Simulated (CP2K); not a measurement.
# PM6 run of B2Si2H8 (SMILES B[SiH](B)[SiH3])

Aim: the vertical electron affinity of B2Si2H8 at PM6, from 2 runs. 

The results are computed with CP2K 2026.2.

4 further runs of the same task are left out: 1 that didn't finish, 3 set aside as unsound or not needed.

**1. The structure to begin with**

The species is B2Si2H8 (12 atoms), meant as a singlet with charge 0. As SMILES, `B[SiH](B)[SiH3]`. The coordinates come from a GFN2-xTB relaxation.

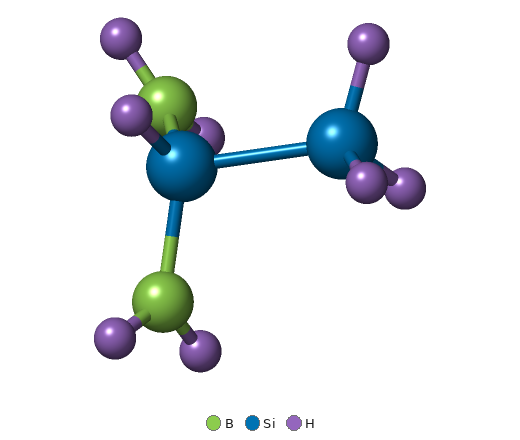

The structure, seen from a chosen angle (boron green, silicon blue, hydrogen purple).

**2. The energy at PM6**

Contents of gas.inp:

```
&GLOBAL
  PROJECT_NAME gas
  RUN_TYPE ENERGY
  PRINT_LEVEL MEDIUM
&END GLOBAL

&FORCE_EVAL
  METHOD QUICKSTEP
  &DFT
    CHARGE 0
    MULTIPLICITY 1
    # Quickstep
    &QS
      METHOD PM6
      EPS_DEFAULT 1.0E-10
      &SE
        &COULOMB
          CUTOFF [angstrom] 50
          RC_RANGE [angstrom] 0
        &END COULOMB
        &EXCHANGE
          CUTOFF [angstrom] 50
          RC_RANGE [angstrom] 0
        &END EXCHANGE
      &END SE
    &END QS
    # isolated system
    &POISSON
      PERIODIC NONE
      POISSON_SOLVER ANALYTIC
    &END POISSON
    # self-consistent field
    &SCF
      SCF_GUESS ATOMIC
      EPS_SCF 1.0E-06
      MAX_SCF 100
      ADDED_MOS 8
      &DIAGONALIZATION
        ALGORITHM STANDARD
      &END DIAGONALIZATION
      &MIXING
        METHOD DIRECT_P_MIXING
        ALPHA 0.4
      &END MIXING
    &END SCF
    # extra output
    &PRINT
      &MOMENTS
        PERIODIC F
        REFERENCE COM
        MAX_MOMENT 1
      &END MOMENTS
      &MO ON
        ENERGIES T
        OCCUPATION_NUMBERS T
        NDIGITS 6
        &EACH
          QS_SCF 0
        &END EACH
        ADD_LAST NUMERIC
      &END MO
      &HIRSHFELD OFF
      &END HIRSHFELD
    &END PRINT
  &END DFT
  # structure
  &SUBSYS
    &CELL
      ABC [angstrom] 14.1 14.6 15.3
      PERIODIC NONE
    &END CELL
    &COORD
      B     -1.139830     1.681510    -0.187610
      Si     0.217570     0.477830     0.508940
      B     -0.356110    -0.818780     1.838450
      Si     0.898140    -0.809280    -1.349870
      H     -2.165080     1.257590    -0.565210
      H     -0.986750     2.840360    -0.268210
      H      1.466110     1.187980     0.903060
      H     -1.306780    -1.477740     1.644790
      H      0.208340    -0.989830     2.850290
      H      1.414320     0.011470    -2.447620
      H     -0.204970    -1.593550    -1.908740
      H      1.955040    -1.767560    -1.018260
    &END COORD
    &TOPOLOGY
      &CENTER_COORDINATES
      &END CENTER_COORDINATES
    &END TOPOLOGY
  &END SUBSYS
&END FORCE_EVAL
```

Command:

```sh
OMP_NUM_THREADS=1 cp2k.psmp gas.inp > gas.out
```

The program printed:

```text
CP2K| version string:                                       CP2K version 2026.2
[...]
 GLOBAL| Method name                                                        CP2K
[...]
 GLOBAL| Run type                                                         ENERGY
[...]
                             - Atoms:                                         12
[...]
                             - Spherical basis functions:                     34
[...]
 Number of electrons:                                                         22
[...]
     1 P_Mix/Diag. 0.40E+00    0.0     0.77485483        -7.9560394706 -7.96E+00
[...]
    19 DIIS/Diag.  0.13E-06    0.0     0.00000053       -13.2006314567 -9.57E-12
  *** SCF run converged in    19 steps ***
  Core-core repulsion energy [eV]:                            940.05080441089103
  Core Hamiltonian energy [eV]:                              -494.18106128350877
  Two-electron integral energy [eV]:                        -1610.15438568811669
  Electronic energy [eV]:                                   -1299.25825412756717
  Total energy [eV]:                                         -359.20744971667614
  Atomic reference energy [eV]:                               365.14990477091277
  Heat of formation [kcal/mol]:                               137.03627987449346
[...]
 SE_DIPOLE| Moment [Debye]          0.13964522      -0.12250560      -0.21254691
 SE_DIPOLE| Derivative [a.u.]       0.00000000       0.00000000       0.00000000
 ENERGY| Total FORCE_EVAL ( QS ) energy [hartree]            -13.200631456680910
[...]
```

It took 0.24 s on 1 thread of Arm Neoverse V2, shared host.

**3. The doublet anion at the same level**

Contents of calc.inp:

```
&FORCE_EVAL
  METHOD QS
  &DFT
    CHARGE -1
    MULTIPLICITY 2
    UKS T
    # Quickstep
    &QS
      METHOD PM6
      EPS_DEFAULT 1.0E-10
      &SE
        &COULOMB
          CUTOFF [angstrom] 50
          RC_RANGE [angstrom] 0
        &END COULOMB
        &EXCHANGE
          CUTOFF [angstrom] 50
          RC_RANGE [angstrom] 0
        &END EXCHANGE
      &END SE
    &END QS
    # cluster boundary conditions
    &POISSON
      PERIODIC NONE
      POISSON_SOLVER ANALYTIC
    &END POISSON
    &SCF
      SCF_GUESS ATOMIC
      EPS_SCF 1.0E-06
      MAX_SCF 50
      &OT
        MINIMIZER DIIS
        PRECONDITIONER FULL_SINGLE_INVERSE
      &END OT
      &OUTER_SCF
        EPS_SCF 1.0E-06
        MAX_SCF 5
      &END OUTER_SCF
    &END SCF
    &PRINT
      &MOMENTS
        PERIODIC F
        REFERENCE COM
        MAX_MOMENT 1
      &END MOMENTS
      &MO_CUBES
        NLUMO 3
        NHOMO -1
        WRITE_CUBE F
      &END MO_CUBES
      &HIRSHFELD OFF
      &END HIRSHFELD
    &END PRINT
  &END DFT
  # structure
  &SUBSYS
    &CELL
      ABC 14.1 14.6 15.3
      PERIODIC NONE
    &END CELL
    &COORD
      B     -1.139830     1.681510    -0.187610
      Si     0.217570     0.477830     0.508940
      B     -0.356110    -0.818780     1.838450
      Si     0.898140    -0.809280    -1.349870
      H     -2.165080     1.257590    -0.565210
      H     -0.986750     2.840360    -0.268210
      H      1.466110     1.187980     0.903060
      H     -1.306780    -1.477740     1.644790
      H      0.208340    -0.989830     2.850290
      H      1.414320     0.011470    -2.447620
      H     -0.204970    -1.593550    -1.908740
      H      1.955040    -1.767560    -1.018260
    &END COORD
    &TOPOLOGY
      &CENTER_COORDINATES
      &END CENTER_COORDINATES
    &END TOPOLOGY
  &END SUBSYS
&END FORCE_EVAL

&GLOBAL
  PROJECT_NAME calc
  RUN_TYPE ENERGY
  PRINT_LEVEL MEDIUM
&END GLOBAL
```

Command:

```sh
OMP_NUM_THREADS=1 cp2k.psmp calc.inp > calc.out
```

The program printed:

```text
CP2K| version string:                                       CP2K version 2026.2
[...]
 GLOBAL| Method name                                                        CP2K
[...]
 GLOBAL| Run type                                                         ENERGY
[...]
                             - Atoms:                                         12
[...]
                             - Spherical basis functions:                     34
[...]
 Number of electrons:                                                         12
[...]
     1 OT DIIS     0.80E-01    0.0     0.09156380        -9.3014904382 -9.30E+00
[...]
    20 OT SD       0.80E-01    0.0     0.00000098       -13.2696741274 -5.94E-11
  *** SCF run converged in    20 steps ***
  Core-core repulsion energy [eV]:                            940.05080441089103
  Core Hamiltonian energy [eV]:                              -516.25967730488026
  Two-electron integral energy [eV]:                        -1569.75464687520957
  Electronic energy [eV]:                                   -1301.13700074248504
  Total energy [eV]:                                         -361.08619633159401
  Atomic reference energy [eV]:                               365.14990477091277
  Heat of formation [kcal/mol]:                                93.71135026453524
[...]
 SE_DIPOLE| Moment [Debye]         -1.10321865      -0.18079927       2.85552464
 SE_DIPOLE| Derivative [a.u.]       0.00000000       0.00000000       0.00000000
 *** WARNING in qs_scf_post_se.F:140 :: Printing of MO cube files not ***
 *** implemented for Semi-Empirical method.                           ***
 ENERGY| Total FORCE_EVAL ( QS ) energy [hartree]            -13.269674127381585
[...]
```

Wall time 1.6 s (1 thread of Arm Neoverse V2, shared host).

**4. Results**

At PM6:

```
                                         quantity           value
                    singlet B2Si2H8: total energy    -13.20063 Eh
                   singlet B2Si2H8: dipole moment          0.28 D
                     singlet B2Si2H8: HOMO energy        -8.83 eV
                     singlet B2Si2H8: LUMO energy        -1.70 eV
                   singlet B2Si2H8: HOMO–LUMO gap         7.13 eV
               singlet B2Si2H8: heat of formation  137.0 kcal/mol
                      doublet anion: total energy    -13.26967 Eh
                 doublet anion: heat of formation   93.7 kcal/mol
vertical electron affinity (to the doublet anion)        1.879 eV
```

At fixed nuclei the extra electron is bound by 1.88 eV (43 kcal/mol). A minimal valence basis can't be trusted even for the sign of an electron affinity.
